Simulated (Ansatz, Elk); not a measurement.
# TiNbBAs: X-ray structure factors from the self-consistent density

Structure refinements treat a crystal as free atoms side by side. For a made-up structure of TiNbBAs (cell and positions from a r2SCAN relaxation) the runs below show what the calculated density changes in F(hkl).

Program: Elk 11.2.3 (patched build). Level of theory: DFT, PBE, all-electron APW+lo, Dirac cores, scalar-relativistic bands, static density, no spin. Results are calculated unless marked as measured.

The structure was built from a prototype and need not be the compound's stable phase.

## Step 1: The starting structure

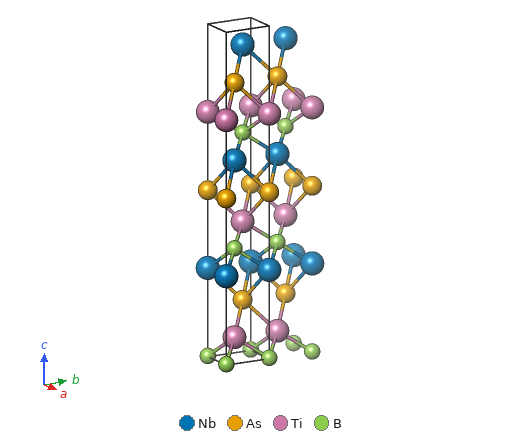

The cell as given, slightly off an axis (niobium blue, arsenic orange, titanium pink, boron green). 1×2×1 cells are drawn. This picture shows the conventional cell, with its axes. Bonds to atoms that aren't drawn are left out. Some periodic images of atoms are drawn too.

## Step 2: Ground state and structure factors

An all-electron density is needed, since X-rays see the cores too. Task 0 finds the density and task 195 Fourier-transforms it; tshift is off so that phases refer to the origin typed.

The input, elk.in:

```
tasks
  0
  195

xctype
  20

spinpol
  .false.

rgkmax
  7.0

gmaxvr
  14.0

lmaxo
  7

lmaxapw
  8

swidth
  0.002

tshift
  .false.

ramdisk
  .false.

hmaxvr
  5.5

maxscl
  120

epspot
  1e-06

sppath
  './'

avec
  3.17661274337 1.83401822249 11.29067751820
  -3.17661274337 1.83401822249 11.29067751820
  0.00000000000 -3.66803644499 11.29067751820

atoms
  4
  'Nb.in'
  1
  0.7329375809 0.7329375809 0.7329375809   0.000000 0.000000 0.000000
  'As.in'
  1
  0.4995537484 0.4995537484 0.4995537484   0.000000 0.000000 0.000000
  'Ti.in'
  1
  0.2641173737 0.2641173737 0.2641173737   0.000000 0.000000 0.000000
  'B.in'
  1
  0.9972579369 0.9972579369 0.9972579369   0.000000 0.000000 0.000000

ngridk
  8 8 8
```

On the command line:

```bash
$ OMP_NUM_THREADS=4 elk
```

Numbers of over 12 decimals in the logs are rounded to 6 here.

Log:

```text
┌─────────────────────────┐
│ Elk code version 11.2.3 │
└─────────────────────────┘

All units are atomic (Hartree, Bohr, etc.)

┌─────────────────────────────────────────────────┐
│ Ground-state run starting from atomic densities │
└─────────────────────────────────────────────────┘

Lattice vectors :
   3.176612743       1.834018222       11.29067752
  -3.176612743       1.834018222       11.29067752
   0.000000000      -3.668036445       11.29067752

Reciprocal lattice vectors :
  0.9889756503      0.5709853579      0.1854977347
 -0.9889756503      0.5709853579      0.1854977347
  0.1293495742E-16  -1.141970716      0.1854977347

Unit cell volume      :    394.6745968
Brillouin zone volume :   0.6284929799

Muffin-tin inner radius fraction :   0.1000000000E-01

Nuclei treated as point charges

Species : 1 (Nb)
 parameters loaded from : Nb.in
 name : niobium
 nuclear charge    :   -41.00000000
 electronic charge :    41.00000000
 atomic mass :    169357.9704
 muffin-tin radius :    2.540665313
 number of radial points in muffin-tin :   1193
 inner part over the whole radius :   0.9998908428E-02
 number on inner part of muffin-tin    :    848
 approximate nuclear radius :   0.8268951942E-04
 number of mesh points to nuclear radius :    419
 atomic positions (lattice), magnetic fields (Cartesian) :
  1 :   0.73293758  0.73293758  0.73293758    0.00000000  0.00000000  0.00000000

Species : 2 (As)
 parameters loaded from : As.in
 name : arsenic
 nuclear charge    :   -33.00000000
 electronic charge :    33.00000000
 atomic mass :    136573.7220
 muffin-tin radius :    2.400000000
 number of radial points in muffin-tin :    993
 inner part over the whole radius :   0.9862024899E-02
 number on inner part of muffin-tin    :    702
 approximate nuclear radius :   0.7712558785E-04
 number of mesh points to nuclear radius :    341
 atomic positions (lattice), magnetic fields (Cartesian) :
  1 :   0.49955375  0.49955375  0.49955375    0.00000000  0.00000000  0.00000000

Species : 3 (Ti)
 parameters loaded from : Ti.in
 name : titanium
 nuclear charge    :   -22.00000000
 electronic charge :    22.00000000
 atomic mass :    87256.20317
 muffin-tin radius :    2.400000000
 number of radial points in muffin-tin :    993
 inner part over the whole radius :   0.9985722337E-02
 number on inner part of muffin-tin    :    699
 approximate nuclear radius :   0.6805665174E-04
 number of mesh points to nuclear radius :    325
 atomic positions (lattice), magnetic fields (Cartesian) :
  1 :   0.26411737  0.26411737  0.26411737    0.00000000  0.00000000  0.00000000

Species : 4 (B)
 parameters loaded from : B.in
 name : boron
 nuclear charge    :   -5.000000000
 electronic charge :    5.000000000
 atomic mass :    19707.24742
 muffin-tin radius :    1.758922140
 number of radial points in muffin-tin :    593
 inner part over the whole radius :   0.9787982914E-02
 number on inner part of muffin-tin    :    404
 approximate nuclear radius :   0.4534157419E-04
 number of mesh points to nuclear radius :    161
 atomic positions (lattice), magnetic fields (Cartesian) :
  1 :   0.99725794  0.99725794  0.99725794    0.00000000  0.00000000  0.00000000

Total number of atoms per unit cell :    4
Total muffin-tin volume :    207.3020132
 ratio of muffin-tin to unit cell volume :   0.5252479254

Spin treatment :
 spin-unpolarised

Number of Bravais lattice symmetries :   12
Number of crystal symmetries         :    6
Crystal has no inversion symmetry
Complex Hermitian eigensolver will be used

k-point grid :      8     8     8
k-point offset :    0.000000000       0.000000000       0.000000000
k-point set is reduced with full crystal symmetry group
Total number of k-points :      120

Muffin-tin radius times maximum |G+k| :    7.000000000
 using average radius
Maximum |G+k| for APW functions       :    3.077062575
Maximum (1/2)|G+k|²                   :    4.734157046
Maximum |G| for potential and density :    14.00000000
Constant for pseudocharge density :    9
[...]
total energy                :     -6961.2180428065

Density of states at Fermi energy :    60.24566071
 (states/Hartree/unit cell)

Estimated indirect band gap :   0.9665359135E-03
 from k-point 117 to k-point 51
Estimated direct band gap   :   0.1575125912E-01
 at k-point 87

Charges :
 core                        :    58.00000000
 valence                     :    43.00000000
 interstitial                :    6.107563393
 muffin-tins (core leakage)
  species : 1 (Nb)
   atom 1                    :    38.13484858     (  0.1255928900E-05)
  species : 2 (As)
   atom 1                    :    31.72645951     (  0.1483397079E-03)
  species : 3 (Ti)
[...]
species : 4 (B)
[...]
total in muffin-tins        :    94.89243661
 total calculated charge     :    100.9981032
 total charge                :    101.0000000
 error                       :   0.1896763764E-02

RMS change in Kohn-Sham potential (target) :    1.921037315     (  0.1000000000E-05)
Absolute change in total energy (target)   :   0.1949215989     (  0.1000000000E-03)

[... loops 3 to 21 left out ...]

┌──────────────────┐
│ Loop number : 22 │
└──────────────────┘

Energies :
 Fermi                       :     0.351531
 sum of occupied eigenvalues :     -4076.5791397815
 electron kinetic            :      7152.8661417891
 core electron kinetic       :      6817.5503203960
 Coulomb                     :     -13863.901353575
 Coulomb potential           :     -10905.127001562
 nuclear-nuclear             :     -905.14206833847
 electron-nuclear            :     -15035.816252945
 Hartree                     :      2077.0569677081
 Madelung                    :     -8411.3378527939
 xc potential                :     -324.31828000820
 exchange                    :     -244.38040023279
 correlation                 :     -4.906871
 electron entropic           :    -0.92003503959782E-03
 total energy                :     -6960.3234028771

Density of states at Fermi energy :    70.83819160
 (states/Hartree/unit cell)

Estimated indirect band gap :   0.1385027539E-02
 from k-point 109 to k-point 74
Estimated direct band gap   :   0.9432511231E-02
 at k-point 1

Charges :
 core                        :    58.00000000
 valence                     :    43.00000000
 interstitial                :    5.823574887
 muffin-tins (core leakage)
  species : 1 (Nb)
[...]
species : 2 (As)
[...]
species : 3 (Ti)
[...]
species : 4 (B)
[...]
total in muffin-tins        :    95.17642511
 total calculated charge     :    100.9983352
 total charge                :    101.0000000
 error                       :   0.1664840149E-02

RMS change in Kohn-Sham potential (target) :   0.6652558681E-06 (  0.1000000000E-05)
Absolute change in total energy (target)   :   0.1085560689E-04 (  0.1000000000E-03)

Convergence targets achieved

┌──────────────────┐
│ Loop number : 23 │
└──────────────────┘

Energies :
 Fermi                       :     0.351531
 sum of occupied eigenvalues :     -4076.5791407724
 electron kinetic            :      7152.8661415229
 core electron kinetic       :      6817.5503201929
 Coulomb                     :     -13863.901353976
 Coulomb potential           :     -10905.127009179
 nuclear-nuclear             :     -905.14206833847
 electron-nuclear            :     -15035.816246095
 Hartree                     :      2077.0569604572
 Madelung                    :     -8411.3378493870
 xc potential                :     -324.31827311630
 exchange                    :     -244.38040030286
 correlation                 :     -4.906871
 electron entropic           :    -0.92003490783239E-03
 total energy                :     -6960.3234036111

Density of states at Fermi energy :    70.83818011
 (states/Hartree/unit cell)

Estimated indirect band gap :   0.1385025356E-02
 from k-point 109 to k-point 74
Estimated direct band gap   :   0.9432497389E-02
 at k-point 1

Charges :
 core                        :    58.00000000
 valence                     :    43.00000000
 interstitial                :    5.823574931
 muffin-tins (core leakage)
  species : 1 (Nb)
[...]
species : 2 (As)
   atom 1                    :    31.73199587     (  0.1456720663E-03)
  species : 3 (Ti)
   atom 1                    :    20.41636170     ( -0.2204275713E-06)
  species : 4 (B)
   atom 1                    :    3.904982891     (  0.9231055790E-04)
 total in muffin-tins        :    95.17642507
 total calculated charge     :    100.9983352
 total charge                :    101.0000000
 error                       :   0.1664840003E-02

┌──────────────────────────────┐
│ Self-consistent loop stopped │
└──────────────────────────────┘

Warning : core states of species 2 leak from the muffin-tin :   0.1456720663E-03

Wrote STATE.OUT
```

Run time: 70 s. Hardware: 4 threads of Arm Neoverse V2, shared host; peak memory 0.19 GiB; 4.2 min of CPU time.

SFACRHO.OUT:

```text

h k l indices transformed by vhmat matrix:
   1.000000000       0.000000000       0.000000000    
   0.000000000       1.000000000       0.000000000    
   0.000000000       0.000000000       1.000000000    

      h      k      l  multipl.   |H|            Re(F)            Im(F)           |F|

      0      0      0      1   0.0000000       101.00000     -0.28513553E-17   101.00000    
     -1     -1     -1      1  0.55649320      -9.1924846      -17.017202       19.341327    
      1      1      1      1  0.55649320      -9.1924846       17.017202       19.341327    
     -2     -2     -2      1   1.1129864      -10.639976      -10.754122       15.128127    
      2      2      2      1   1.1129864      -10.639976       10.754122       15.128127    
      0      0     -1      3   1.1569384      -29.190118       16.468630       33.515351    
      1      0      0      3   1.1569384      -29.190118      -16.468630       33.515351    
      0      1      1      3   1.2007226      -18.327915       3.8380306       18.725463    
      0     -1     -1      3   1.2007226      -18.327915      -3.8380306       18.725463    
      1      1      2      3   1.3618545       72.623716      -8.2205860       73.087496    
     -1     -2     -1      3   1.3618545       72.623716       8.2205860       73.087496    
     -1     -2     -2      3   1.4711670      -45.166294       12.762831       46.934891    
      2      2      1      3   1.4711670      -45.166294      -12.762831       46.934891    
      3      3      3      1   1.6694796      -56.564654      -6.5991120       56.948296    
     -3     -3     -3      1   1.6694796      -56.564654       6.5991120       56.948296    
      2      3      2      3   1.7292074       6.5044380       10.129111       12.037716    
     -2     -2     -3      3   1.7292074       6.5044380      -10.129111       12.037716    
     -3     -3     -2      3   1.8725115       54.185929       13.433580       55.826302
```

Elk indexes on the primitive cell of elk.in and gives |H| = 4π sin θ/λ in inverse bohr. Below, one row stands for each form hkl of the conventional cell (m members, Friedel mates merged), F is for one primitive cell and the density is static (no thermal factor). Free-atom factors are Waasmaier and Kirfel's, and R is Σm||F|−|F'||/Σm|F|.

```csv
hkl,m,sin θ/λ (Å⁻¹),"abs F, DFT",neutral atoms,diff.,abs of complex diff.
003,2,0.084,19.341,19.644,-0.302,0.318
006,2,0.167,15.128,15.699,-0.571,0.654
101,6,0.174,33.515,33.742,-0.227,0.230
012,6,0.181,18.725,19.381,-0.656,0.661
104,6,0.205,73.087,73.219,-0.132,0.140
015,6,0.221,46.935,47.282,-0.347,0.349
009,2,0.251,56.948,57.458,-0.509,0.513
107,6,0.260,12.038,12.056,-0.018,0.029
018,6,0.282,55.826,56.043,-0.217,0.221
110,6,0.297,65.708,65.900,-0.192,0.192
113,12,0.309,15.982,15.954,+0.028,0.093
1 0 10,6,0.328,13.151,13.114,+0.037,0.302
0 0 12,2,0.335,39.874,39.977,-0.103,0.171
116,12,0.341,12.270,12.038,+0.232,0.266
021,6,0.345,27.113,27.127,-0.015,0.145
202,6,0.348,14.596,14.359,+0.238,0.238
0 1 11,6,0.352,14.803,14.658,+0.145,0.145
024,6,0.361,56.996,57.052,-0.056,0.077
205,6,0.371,38.241,38.157,+0.084,0.125
119,12,0.389,46.786,46.705,+0.082,0.098
027,6,0.395,10.264,10.141,+0.123,0.137
1 0 13,6,0.401,51.618,51.571,+0.048,0.051
```

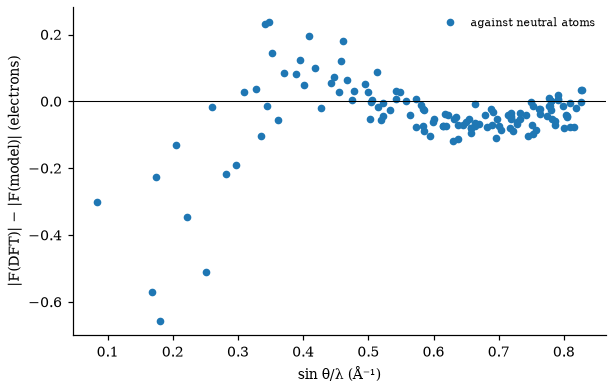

Difference between the calculated structure factors and the independent-atom ones.

## Step 3: The highest occupied states alone

An energy window below the Fermi level keeps the highest occupied states, to see at which angles they scatter; shallow core shells can lie inside it and anion s states outside. No new self-consistency is needed.

Changes to elk.in since step 2:

```diff
@@ -1,3 +1,2 @@
 tasks
-  0
   195
@@ -40,2 +39,5 @@
 
+wsfac
+  -0.015960 0.651530
+
 sppath
```

On the command line:

```bash
$ OMP_NUM_THREADS=4 elk
```

Log:

```text
┌─────────────────────────────────┐
│ Elk code version 11.2.3 started │
└─────────────────────────────────┘

Info(readinput): the functional depends on the density's gradient
 muffin-tin radial points multiplied by    2.00000
 (not where nrmtscf is given)

┌────────────────────┐
│ Current task : 195 │
└────────────────────┘
Info(checkmt): changed muffin-tin radius of species 1 (Nb) from   2.6000 to   2.5407
Info(checkmt): changed muffin-tin radius of species 4 (B) from   1.8000 to   1.7589

Info(sfacrho): density structure factors written to SFACRHO.OUT

 Energy window :  -0.1596000000E-01  0.6515300000

┌──────────────────┐
│ Elk code stopped │
└──────────────────┘
```

Wall time 7.3 s (4 threads); peak memory 0.16 GiB; 11 s of CPU time.

States within 10 eV below the Fermi level hold 15.00 electrons; any levels below the window count with the cores. Their amplitudes can exceed the total, where window and core parts have opposite phase:

```
hkl  sin θ/λ (Å⁻¹)  abs F, window  abs F, all
003          0.084          2.176      19.341
006          0.167          0.417      15.128
101          0.174          0.332      33.515
012          0.181          0.048      18.725
104          0.205          2.567      73.087
015          0.221          0.104      46.935
009          0.251          0.141      56.948
107          0.260          0.866      12.038
018          0.282          0.632      55.826
110          0.297          0.637      65.708
```

(Continued in part 2 of 2.)

[Logs are printed without paths, hosts, clocks, repeated set-up lines and the standing remarks that a program may print on its own settings, such as how far it seeks lower states.]

[Hosts, paths, dates, database ids (printed as entryN), source tags and the programs' standing remarks are cut or masked in the printed files.]
